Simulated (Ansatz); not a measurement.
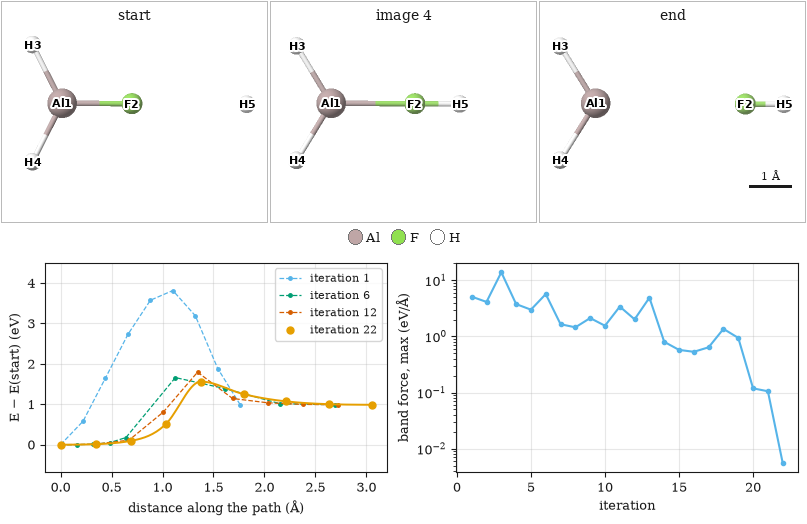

A nudged-elastic-band calculation for AlH3F (multiplicity 2), made up at the start of AlH2F and H. Images are numbered from 0 (start) to 8 (end). The plot follows the band through its iterations. Style: ball-and-stick. Shown face on.

Method: Ansatz, UKS B3LYP/def2-SVP.

Input file:
```yaml
crystal:
  periodic: [false, false, false]
  atoms:
    - { symbol: Al, position_ang: [0.0, 0.0, -0.225206] }
    - { symbol: F, position_ang: [0.0, 0.0, 1.445002] }
    - { symbol: H, position_ang: [1.4061, 0.0, -0.936476] }
    - { symbol: H, position_ang: [-1.4061, 0.0, -0.936476] }
    - { symbol: H, position_ang: [0.0, 0.0, 4.193155] }
magnetization:
  spin_polarized: true
  initial_magnetization: 1
basis:
  gaussian: { orbitals: def2-SVP }
hamiltonian:
  xc: b3lyp
neb:
  order_check: false
  images: 7
  f_tol: 0.05
  max_iterations: 60
  initial_path: linear
  final_atoms:
    - { symbol: Al, position_ang: [0.0, 0.0, -0.5706426] }
    - { symbol: F, position_ang: [0.0, 0.0, 3.0110304] }
    - { symbol: H, position_ang: [1.368112, 0.0, -1.4186306] }
    - { symbol: H, position_ang: [-1.368112, 0.0, -1.4186306] }
    - { symbol: H, position_ang: [0.0, 0.0, 3.9368724] }
```

Run as
```bash
ansatz run input.yaml --threads 1 --pin off --max-ram 2048MiB --backend cpu --events-out ev --progress --plain --runs-dir out
```

Did the band converge, and can the barrier be trusted?

The run is converged, with reservations. The band converged in 22 iterations. The largest component of the band force went from 5.1 to 0.0056 eV/Å. The climbing image converged on the top of the path. Its curvatures weren't checked. The straight starting path can push atoms close together and costs iterations. The first iteration put the highest image at 3.82 eV. The highest point, image 4, lies 1.56 eV above the start and 0.57 eV above the end; the end is at +0.99 eV relative to the start.

Limits of the set-up: the start holds two separate molecules, 2.7 Å apart at their closest, whose relative position is a soft coordinate and is computed without a dispersion correction.

Cost: 2.5 min on 1 thread of Intel(R) Xeon(R) Platinum 8488C (Sapphire Rapids), on a shared host, peak memory 0.14 GiB.
